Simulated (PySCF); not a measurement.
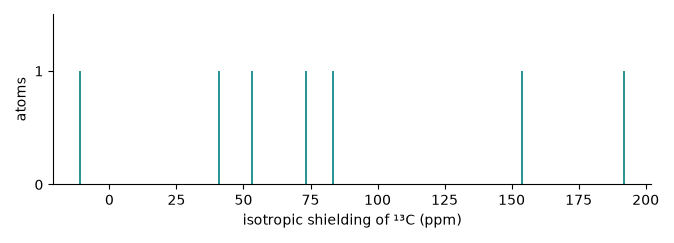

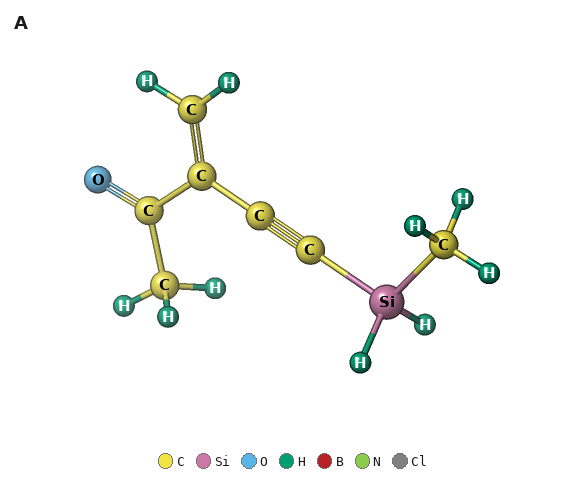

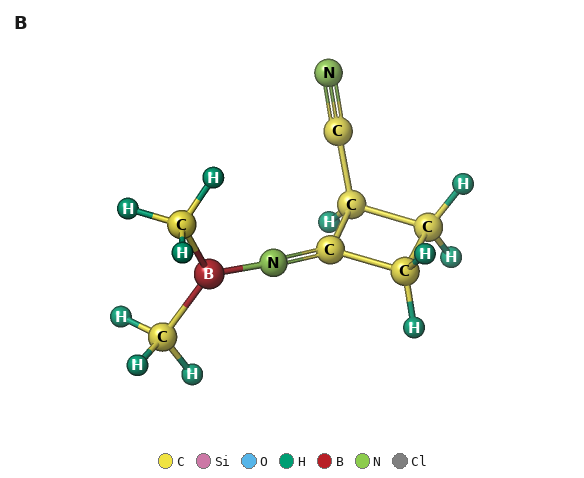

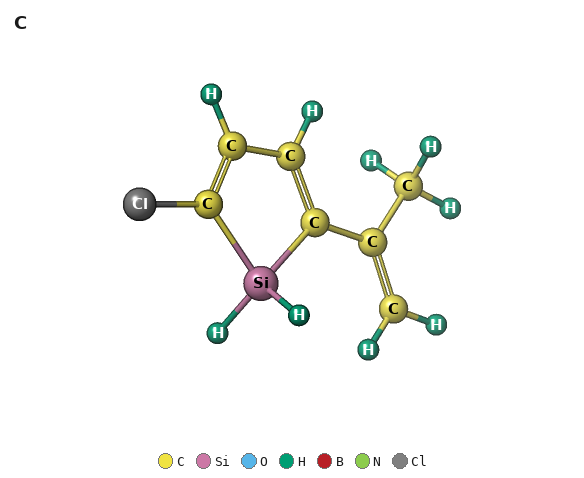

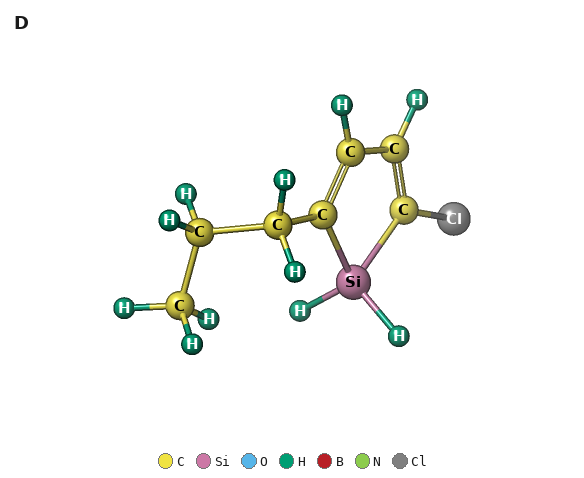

The sticks are computed shieldings of one of the molecules, for one fixed geometry (GFN2-xTB) without averaging over rotations. Low shielding means a high chemical shift. Method: GIAO PBE0/pcSseg-1 NMR shielding, non-relativistic, gas phase (PySCF 2.14.0).

### Match the spectrum to a structure.

A, `C=C(C#C[SiH2]C)C(C)=O`. Its 7 C atoms give lines at −10.8, 40.9, 53.0, 73.5, 83.5, 154.0, 191.8 ppm.

The geometry is semi-empirical. Around B, Si such bond lengths and angles can be off by a tenth of an ångström or more and by several degrees, and values that hang on the shape move with them.
